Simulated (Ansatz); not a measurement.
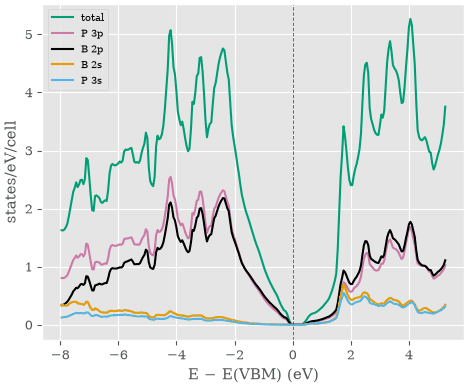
Total and projected density of states of BP in space group P4_2/mnm (No. 136; B on 4f, P on 4g), PBEsol (plane waves, PAW; program Ansatz)

Problem. Which orbitals carry the states next to the gap?

Solution. Top 1 eV of the valence band: B 2p 52 %, P 3p 45 %. Bottom 1 eV of the conduction band: B 2p 32 %, P 3p 27 %, P 3s 11 %, B 2s 11 %, outside the projected shells 20 %. Projections are on Löwdin-orthogonalised atomic valence shells; empty p or d shells of many metals are not among them.

Problem. Where is the tallest occupied peak in this window, and what makes it?

Solution. Near -4.2 eV, about 5.1 states/eV per cell; the largest projected share is P 3p.

The start of the workflow was typed in or built on a structure type; neither database checked (COD, Materials Project) lists it. It is not the phase usual at ambient conditions (space group No. 216). Symmetry was held in the PBEsol relaxation; whether a distortion lowers the energy is not shown.

Potentials: the earlier of the program's two PAW sets. The files were generated under PBE; for other functionals the program regenerates the frozen cores, and for LDA and PBEsol the local potential too.
